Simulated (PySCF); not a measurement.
Molecule: SMILES [SiH3][Si]N(C)C (C₂H₉NSi₂). Atoms near the plane z = 0.0 Å, at the B3LYP/def2-SVP optimised geometry (x, y, z in Å): Si11 (-0.5, -0.7, 0.0), H12 (-1.0, 0.7, 0.0), H13 (1.0, -0.7, 0.0).

Method: PySCF with B3LYP/def2-TZVP. Cells within 0.4 Å of a nucleus heavier than hydrogen are left out (blank, or x). The values are rescaled to run from 0 to 1.

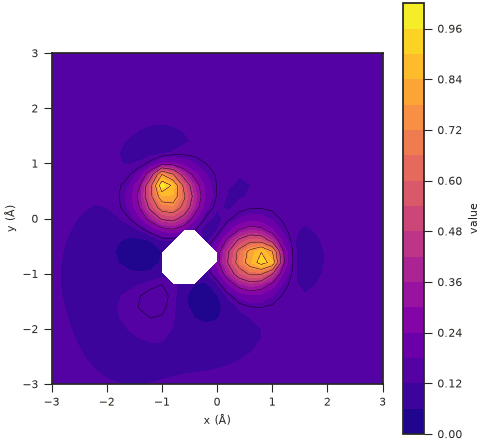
Figure. a field on the plane z = 0.0 Å.

### Question
Which quantity is mapped?
A) Laplacian of the electron density
B) electron localisation function
C) an orbital amplitude
D) deformation density (molecule minus spherical neutral atoms)

### Answer
D, deformation density (molecule minus spherical neutral atoms). In full: deformation density (molecule minus spherical neutral atoms) (e/bohr³).
